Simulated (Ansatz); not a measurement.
Consider CHFSSi.

Input

```
crystal:
  periodic: [false, false, false]
  atoms:
    - { symbol: F, position_ang: [-0.42591, -1.81701, 1.41014] }
    - { symbol: Si, position_ang: [-0.09328, -0.53818, 0.51396] }
    - { symbol: C, position_ang: [0.4986, 1.02888, -0.10375] }
    - { symbol: S, position_ang: [-1.26053, 0.34606, -0.95633] }
    - { symbol: H, position_ang: [-1.85147, 0.69244, -2.15433] }
basis:
  gaussian: { orbitals: cc-pVDZ }
hamiltonian:
  xc: pbe
  dispersion: d4
relax:
  f_tol: 0.02
  max_steps: 50
output:
  orbitals: {}
```

Launched as:

```sh
ansatz run input.yaml --threads 1 --pin off --max-ram 2048MiB --backend cpu --events-out ev --progress --plain --runs-dir out
```

The fields are those of the relaxed geometry.

All numbers below come from RKS PBE-D4/cc-pVDZ (Ansatz).

### What can the converged electron density and electron localisation function tell about the bonding?

Si–F (1.66 Å): ρ is about 0.89 e/Å³ halfway; the ELF peaks at about 0.80 in the valence shell of F, 0.5 Å from its nucleus, and is about 0.45 at the midpoint.
C–Si (1.78 Å): ρ is about 0.85 e/Å³ halfway; the ELF peaks at about 0.80 between the atoms; a covalent bond.
Si–S (2.24 Å): the density is about 0.64 e/Å³ at the midpoint, with its minimum of 0.52 e/Å³ about 0.8 Å from Si; the ELF peaks at about 0.80 between the atoms (a covalent bond).

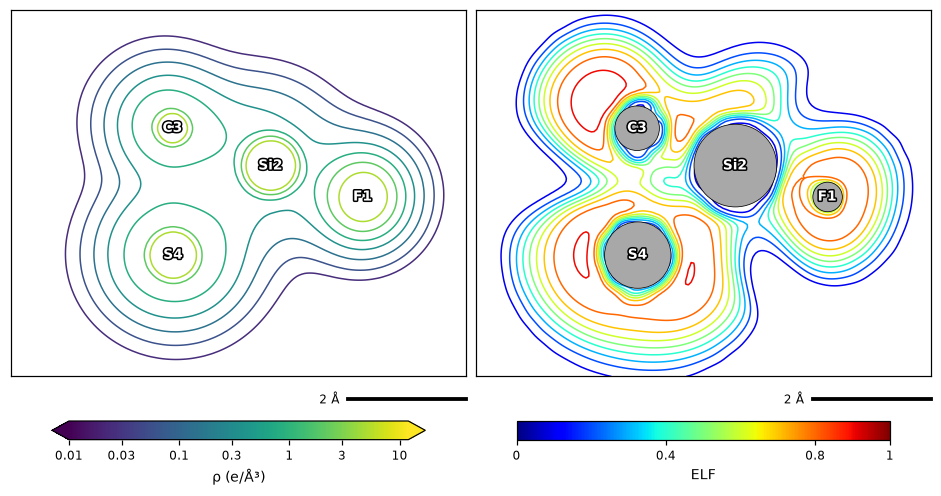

Computed electron density and electron localisation function on the plane of atoms C3, Si2 and S4, in this order. Grey discs cover the atomic cores in the ELF map. 
